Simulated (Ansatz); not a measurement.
**Te3As2 (Kalgoorlieite): a many-body input that goes wrong, and its mend**

A first try at the G0W0 gap of Te3As2 (Kalgoorlieite), what the program said, and an input that works.

Method: G0W0 on LDA, plane waves, PAW, in Ansatz 0.2.0.

## (1) Set-up

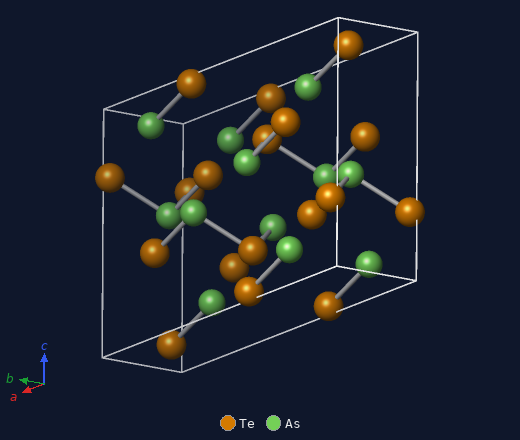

The cell as given, from a free direction (tellurium orange, arsenic green). This picture shows the conventional cell, with its axes. Some periodic images of atoms are drawn too.

The cell and positions come from the Crystallography Open Database and are kept as given unless a step says otherwise. Spin-orbit coupling is left out unless a step names it. The default PAW set here is soft_2. Its files were made with PBE.

## (2) First try

Input file input.yaml:

```yaml
crystal:
  lattice:
    - [7.17865, -2.00995, 0.0]
    - [7.17865, 2.00995, 0.0]
    - [-0.8811692412, 0.0, 9.859702925]
  atoms:
    - { symbol: Te, position: [0.0289, 0.0289, 0.2868] }
    - { symbol: Te, position: [0.9711, 0.9711, 0.7132] }
    - { symbol: Te, position: [0.7777, 0.7777, 0.339] }
    - { symbol: Te, position: [0.2223, 0.2223, 0.661] }
    - { symbol: Te, position: [0.3744, 0.3744, 0.0355] }
    - { symbol: Te, position: [0.6256, 0.6256, 0.9645] }
    - { symbol: As, position: [0.2026, 0.2026, 0.1408] }
    - { symbol: As, position: [0.7974, 0.7974, 0.8592] }
    - { symbol: As, position: [0.6133, 0.6133, 0.4406] }
    - { symbol: As, position: [0.3867, 0.3867, 0.5594] }
kpoints:
  mp_grid: { grid: [4, 4, 2] }
hamiltonian:
  xc: lda
scf:
  occupations: { method: fixed }
  max_iter: 60
gw:
  n_empty_bands: 300
  ecut_chi: 60
  qp_bands: [v3, c3]
  qp_kpoints: band_edges
  screening: { model: contour_deformation }
total_charge: -1
```

Run with:

```
> ansatz run input.yaml --threads 3 --pin off --max-ram 92160MiB --backend cpu --events-out ev --progress --plain --runs-dir out
```

Numbers of over 12 decimals in the logs are rounded to 6 here.

The log of the run:

```text
Error: inconsistent input (scf.occupations.method, magnetization): a σ = 0 step fill (method: fixed, or a smearing width below the step floor) cannot realise an odd electron count (157) — the per-k integer fill puts the same N_el/2 bands in each spin channel; use a smearing method with a finite width, such as fermi_dirac
```

The job ended after 0.12 s (3 threads of AMD EPYC 7R13 (Zen 3), shared host; peak memory 0.098 GiB).

**Diagnosis.**

The program refused the input before any cycle.

The program's message: “Error: inconsistent input (scf.occupations.method, magnetization): a σ = 0 step fill (method: fixed, or a smearing width below the step floor) cannot realise an odd electron count (157) — the per-k in …”

The fault: a charged cell. Adding or removing electrons leaves a partly filled band.

## (3) A better input

G0W0 replaces the xc potential by the self-energy, built once from these orbitals. Only a window of levels is corrected, while the sums run over the empty bands that the input names.

input.yaml: that of step 2 with these lines changed.

```diff
@@ -22,6 +22,5 @@
   occupations: { method: fixed }
-  max_iter: 60
 gw:
-  n_empty_bands: 300
-  ecut_chi: 60
+  n_empty_bands: 497
+  ecut_chi: 84
   qp_bands: [v3, c3]
@@ -29,2 +28 @@
   screening: { model: contour_deformation }
-total_charge: -1
```

Run with:

```
> ansatz run input.yaml --threads 3 --pin off --max-ram 92160MiB --backend cuda --events-out ev --progress --plain --runs-dir out --devices 1 --max-vram 13GiB
```

The log of the run:

```text
GPUs: using 1 of 1 available (devices: 1).
[...]
device memory: the entry about to start is reckoned to put 5.0 GiB on a device that reports 32.7 GiB free (of which the cap on the GPU budget leaves the run 13.0 GiB)
GPU FFT provider: cuFFT
GPU libraries: cuBLAS 13.8.2, cuFFT 12.4.0, cuSOLVER 12.3.4
Crystal: 10 atoms, lattice volume = 284.526 Å³
Basis set: ecut = 420 eV, 5571 PW (Γ)
Bands: 94, of which v1, the nominal top of the filled ones, is band 78 counted from 1 (77 counted from 0)
Symmetry: 4 space group operations
[...]
k-points: 14 of 32
[...]
GPU buffer pool allocated for 180000 grid points (all kernels)
GPU transforms: local potential and band sums: pruned to the plane-wave sphere, on 50×50×72
[...]
SCF iter   1: F=—  HF=-60057.877788 eV  |F-HF|=—  |Δ(HF+E_count)|=         —  Δρ=4.49e-3  dr2=4.18e-2  ethr=1.77e-3  ⟨swp⟩=4.9  Hψ=4143  notcnv=0  defer=179
[...]
0    76      8.3565   -15.1687     0.8536   -14.3978  0.7340     8.4389     8.4392  root
     0    77      8.5261   -15.1142     0.8384   -14.3499  0.7367     8.6001     8.6003  root
     0    78      8.5311   -14.8118     0.6240   -14.2739  0.7362     8.6171     8.6174  root
     0    79     10.0159   -11.2817    -3.2033   -14.8702  0.7388    10.4049    10.4010  root
     0    80     10.2685   -11.6386    -3.0857   -15.0819  0.7386    10.6296    10.6261  root
     0    81     10.5644   -10.8708    -3.2943   -14.4774  0.7286    10.8814    10.8767  root
     1    76      8.6151   -15.6325     0.5109   -15.2828  0.7393     8.7756     8.7762  root
     1    77      8.7356   -15.1693     0.8303   -14.3969  0.7374     8.7933     8.7935  root
[...]
13    78      8.8128   -14.7651     0.3148   -14.6093  0.7413     8.9712     8.9718  root
    13    79      9.3450   -10.7700    -3.0097   -14.1233  0.7456     9.6924     9.6885  root
    13    80      9.4316   -10.3776    -3.0997   -13.8175  0.7472     9.7755     9.7717  root
    13    81      9.8836   -10.6999    -2.9912   -13.9784  0.7385    10.1736    10.1709  root
[key lines of the parts left out:]
SCF converged after 8 iterations
Free energy (F): -60057.857553 eV
Fermi energy:    8.863055 eV
```

Run time: 45 s. Hardware: 1 × NVIDIA H100 80GB HBM3 (shared by 6 runs) with 3 threads; peak memory 2.5 GiB; 79 s of CPU time.

In the SCF lines HF is the Harris–Foulkes energy and dr2 the Hartree energy of the density residual, in eV; the loop may stop once dr2 is under the threshold and the program's other checks hold. Hψ counts applications of the Hamiltonian.

Numbers from this step:

* bands summed: 575
* RPA ε∞ on this mesh (eigenvalues): 28.47, 63.85, 75.35
* plane waves in the screening matrix: 483
* q-points in the mesh: 32
* G0W0 gap on the mesh: 0.6373 eV
* k of the valence top: 0.25, 0.25, -0.5
* k of the conduction bottom: -0.5, -0.5, 0
* starting gap on the mesh: 0.4820 eV
* Z at the valence top: 0.7432
* Z at the conduction bottom: 0.7491
* least direct G0W0 gap on the computed points: 0.7167 eV

The gap on the mesh goes from 0.48 eV to 0.64 eV, a correction of +0.16 eV, though a band edge has moved to another state.

## (4) Results

- first try: refused after 0.12 s
- better run: G0W0 gap on the mesh 0.64 eV (4×4×2 mesh, 497 empty bands, screening to 84 eV)

In words: The second run differs in: empty bands, screening cutoff (eV), cell charge and iteration cap. Bands and cutoff are finite, so the gap is not at the basis limit. The miss can reach some tenths of an eV and take either sign; the mesh is an error of its own. The 4×4×2 mesh is coarse for this cell (its supercell is 20 Å along the shortest edge). The RPA ε∞ on it, from the LDA start, is 28.47, 63.85 and 75.35; such meshes misread the long-range screening, most where the gap is narrow. The RPA ε∞ on this mesh reaches over 25; with a narrow direct gap a coarse mesh can overstate it, and the correction is then too small. The many-body steps are scalar-relativistic: spin-orbit coupling is not in them.

[Paths, hosts, dates, memory and timing lines, banners, echoed tables and standing remarks are left out of the program output.]

[Logs are printed without paths, hosts, clocks, repeated set-up lines and the standing remarks that a program may print on its own settings, such as how far it seeks lower states.]

[Runs of the session that timed out or met a known fault of the program may be left out.]

[Cells called generated may have been cut or substituted from an entry of the Crystallography Open Database or the Materials Project.]

[Hosts, paths, dates, database ids (printed as entryN), source tags and the programs' standing remarks are cut or masked in the printed files.]
